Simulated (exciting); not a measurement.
# Electron–core-hole interaction in the O K spectrum of RbLuO2, part 2 of 2

Wanted: the near-edge spectrum and the bound core excitons at the O K edge of RbLuO2.

exciting sodium; X-ray absorption, core-level Bethe-Salpeter equation, exchange and statically screened direct term, Tamm-Dancoff, all-electron LAPW+lo LDA.

So far. Step 5 (Independent particles): Maxima (height): 3.1 eV (0.57), 8.5 eV (0.77), 14.5 eV (0.27) and 18.5 eV (0.25). The spectrum differs from the singlet run by 70 % r.m.s. Moving the earlier curve by +2.8 eV leaves 31 %. The highest maximum lies at 8.5 eV (0.77), against 1.0 eV (1.00). Step 6 (Exchange alone): Maxima (height): 3.2 eV (0.54), 8.6 eV (0.76), 14.5 eV (0.27) and 18.5 eV (0.25). Against the independent-particle run the r.m.s. difference is 3 %.

## 8. Ground state with other settings

Level of this step: all-electron LAPW+lo DFT, LDA, ZORA valence, Dirac core, self-consistent field (exciting).

In this try the input is made faulty on purpose, to show what that does.

input.xml

```
<input>
  <title>RbLuO2</title>
  <structure speciespath="." autormt="false" epslat="1.0e-5">
    <crystal>
      <basevect>3.2125344113 1.8547576071 12.0627517599</basevect>
      <basevect>-3.2125344113 1.8547576071 12.0627517599</basevect>
      <basevect>0.0000000000 -3.7095152142 12.0627517599</basevect>
    </crystal>
    <species speciesfile="Lu.xml" rmt="2.240">
      <atom coord="0.5000000000 0.5000000000 0.5000000000"/>
    </species>
    <species speciesfile="Rb.xml" rmt="2.464">
      <atom coord="0.0000000000 0.0000000000 0.0000000000"/>
    </species>
    <species speciesfile="O.xml" rmt="1.866">
      <atom coord="0.7770000000 0.7770000000 0.7770000000"/>
      <atom coord="0.2230000000 0.2230000000 0.2230000000"/>
    </species>
  </structure>
  <groundstate do="fromscratch" xctype="LDA_PW" ngridk="4 4 4" rgkmax="7" gmaxvr="14" nempty="8" swidth="0.001" maxscl="3" epsengy="1e-5"/>
</input>
```

SPECIES.xml, added lines

```
<lo l="L">  <!-- L = 0, 1, 2, and 3 from Cs on -->
  <wf matchingOrder="0" trialEnergy="0.1500" searchE="false"/>
  <wf matchingOrder="1" trialEnergy="0.1500" searchE="false"/>
  <wf matchingOrder="0" trialEnergy="0.9000" searchE="false"/>
</lo>
```

Launch:

```bash
$ OMP_NUM_THREADS=1 mpirun -n 2 exciting
```

Numbers of over 12 decimals in the logs are rounded to 6 here.

Output:

```text
EXCITING SODIUM started
********************************************************************************
* Ground-state run starting from atomic densities                              *
********************************************************************************
+ Starting initialization                                                      +
[... lattice and species ...]
 Spin treatment                             :    spin-unpolarised
 Number of Bravais lattice symmetries       :      12
 Number of crystal symmetries               :      12
 k-point grid                               :       4    4    4
 Total number of k-points                   :      13
 k-point set is reduced with crystal symmetries
 R^MT_min * |G+k|_max (rgkmax)              :       7.00000000
 Species with R^MT_min                      :       3 (O)
 Maximum |G+k| for APW functions            :       3.75133976
 Maximum |G| for potential and density      :      14.00000000
 G-vector grid sizes                        :      60    60    60
 Total number of G-vectors                  :   19985
 Maximum angular momentum used for
     APW functions                          :       8
     computing H and O matrix elements      :       8
     potential and density                  :       8
     inner part of muffin-tin               :       2
 Total nuclear charge                       :    -124.00000000
 Total electronic charge                    :     124.00000000
 Total core charge                          :      78.00000000
 Total valence charge                       :      46.00000000
 Number of empty states                     :       8
 Total number of valence states             :      32
 Maximum Hamiltonian size                   :     478
 Maximum number of plane-waves              :     399
 Total number of local-orbitals             :      79
 Exchange-correlation type                  :       3
     Perdew-Wang, Phys. Rev. B 45, 13244 (1992)
 Smearing scheme                            :    Gaussian
 Smearing width                             :       0.00100000
 Using multisecant Broyden potential mixing
+ Ending initialization                                                        +
********************************************************************************
* Groundstate module started                                                   *
********************************************************************************
 Output level for this task is set to normal
+ Self-consistent loop started                                                 +
 Density and potential initialised from atomic data
+ SCF iteration number :    1                                                  +
 Total energy                               :    -17688.75539893
 _______________________________________________________________
[...]
Coulomb energy                             :    -36745.87526899
 Exchange energy                            :      -395.36258335
 Correlation energy                         :       -11.81988249
 DOS at Fermi energy (states/Ha/cell)       :         0.00000000
 Electron charges :
     core                                   :        78.00000000
     core leakage                           :         0.00023982
     valence                                :        46.00000000
     interstitial                           :         4.66734998
     charge in muffin-tin spheres :
                  atom     1    Lu          :        68.15622754
                  atom     2    Rb          :        35.16540008
                  atom     3     O          :         8.00551120
                  atom     4     O          :         8.00551120
     total charge in muffin-tins            :       119.33265002
     total charge                           :       124.00000000
 Estimated fundamental gap                  :         0.15194650
        valence-band maximum at    1      0.0000  0.0000  0.0000
     conduction-band minimum at    7      0.5000  0.5000  0.0000
 RMS change in effective potential (target) :  0.703762E-01  ( 0.100000E-05)
 Absolute change in total energy   (target) :   15.1265      ( 0.100000E-04)
 Charge distance                   (target) :  0.157375E-01  ( 0.100000E-04)
+ Reached self-consistent loops maximum :    3                                 +
 Total energy                               :    -17703.09318446
 _______________________________________________________________
 Fermi energy                               :         0.24029925
 Kinetic energy                             :     19449.06989556
 Coulomb energy                             :    -36745.11084892
 Exchange energy                            :      -395.23761194
 Correlation energy                         :       -11.81461915
 DOS at Fermi energy (states/Ha/cell)       :         0.00000000
 Electron charges :
     core                                   :        78.00000000
     core leakage                           :         0.00023868
     valence                                :        46.00000000
     interstitial                           :         4.82646297
     charge in muffin-tin spheres :
                  atom     1    Lu          :        68.20566697
                  atom     2    Rb          :        35.20650971
                  atom     3     O          :         7.88068017
                  atom     4     O          :         7.88068017
     total charge in muffin-tins            :       119.17353703
     total charge                           :       124.00000000
 Estimated fundamental gap                  :         0.12657275
        valence-band maximum at    1      0.0000  0.0000  0.0000
     conduction-band minimum at    7      0.5000  0.5000  0.0000
+ Self-consistent loop stopped                                                 +
 STATE.OUT is written
********************************************************************************
* Groundstate module stopped                                                   *
********************************************************************************
 Total time spent (seconds)                 :        12.77
- CAUTION! Warnings have been written in file WARNING.OUT !                    -
| EXCITING SODIUM stopped                                                      =
```

Wall time 14 s (2 MPI ranks of Arm Neoverse V2, shared host).

The run stopped without converging, so none of its numbers is a property of the system.

The fault put into the input: the self-consistent loop is cut at three steps.

## 9. From independent particles to the full kernel

```csv
level,curve passes 0.15 (eV),highest maximum (eV),its height
IP,0.9,8.5,0.77
RPA,1.0,8.6,0.76
singlet,-1.3,1.0,1.00
```

```csv
E (eV),IP,RPA,singlet
-4.0,0.01,0.01,0.03
-3.0,0.01,0.01,0.04
-2.0,0.02,0.02,0.08
-1.0,0.03,0.03,0.26
0.0,0.06,0.05,0.72
1.0,0.16,0.15,0.99
2.0,0.26,0.25,0.55
3.0,0.55,0.52,0.49
4.0,0.48,0.47,0.40
5.0,0.46,0.45,0.54
6.0,0.28,0.28,0.72
7.0,0.40,0.39,0.44
8.0,0.68,0.66,0.32
9.0,0.65,0.66,0.27
10.0,0.50,0.51,0.19
11.0,0.40,0.41,0.13
12.0,0.21,0.22,0.19
13.0,0.24,0.24,0.20
14.0,0.25,0.25,0.19
15.0,0.24,0.25,0.14
16.0,0.20,0.21,0.18
17.0,0.21,0.21,0.17
18.0,0.22,0.22,0.15
19.0,0.21,0.22,0.14
20.0,0.18,0.18,0.12
21.0,0.16,0.16,0.15
22.0,0.17,0.17,0.17
23.0,0.19,0.19,0.22
24.0,0.24,0.24,0.24
```

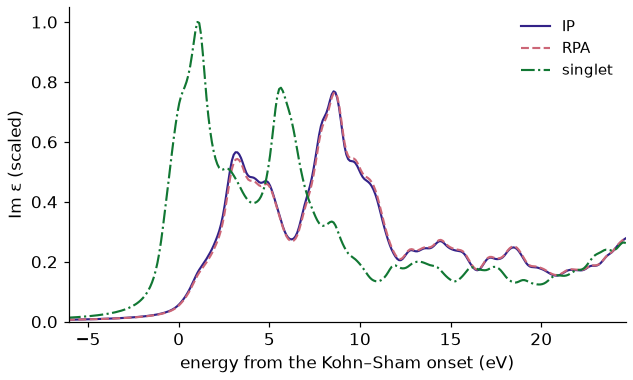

The spectrum at each level.

## 10. Summary of results

```
absorber and edge   : O K, atom 3
surroundings        : 3 Lu at 2.24 Å (pyramidal, site symmetry 3m)
first bright state  : -0.74 eV from the Kohn–Sham onset, on this mesh
highest maximum     : 1.0 eV
cost of the BSE run : 20 min on 2 MPI ranks of Arm Neoverse V2, shared host; the last task ran on as many threads
```

Is a core exciton bound? Yes on this mesh: the first bright state (over 5 % of the brightest) lies at -0.74 eV from the Kohn–Sham onset and at -0.97 eV from the lowest bare transition of its own mesh. Exchange alone changes the independent-particle spectrum by 3 % r.m.s. With 27 k points the binding energies are rough, and fine structure above the first lines is partly noise of the mesh. Exchange and the short-range direct term aren't converged in the kernel cutoff. The zero comes from the unshifted 4×4×4 ground-state mesh; it is exact only where the band minimum lies on that mesh. The Kohn–Sham onset, 503 eV, is no photon energy: the scale needs a rigid shift. No quasiparticle correction widens the gap or stretches the bands. Vibrations and energy-dependent lifetimes are left out. The structure is a published determination, not relaxed.

[Banner, clock and machine lines of the logs are left out without a mark of their own.]

[Logs are printed without paths, hosts, clocks, repeated set-up lines and the standing remarks that a program may print on its own settings, such as how far it seeks lower states.]

[Hosts, paths, dates, database ids (printed as entryN), source tags and the programs' standing remarks are cut or masked in the printed files.]
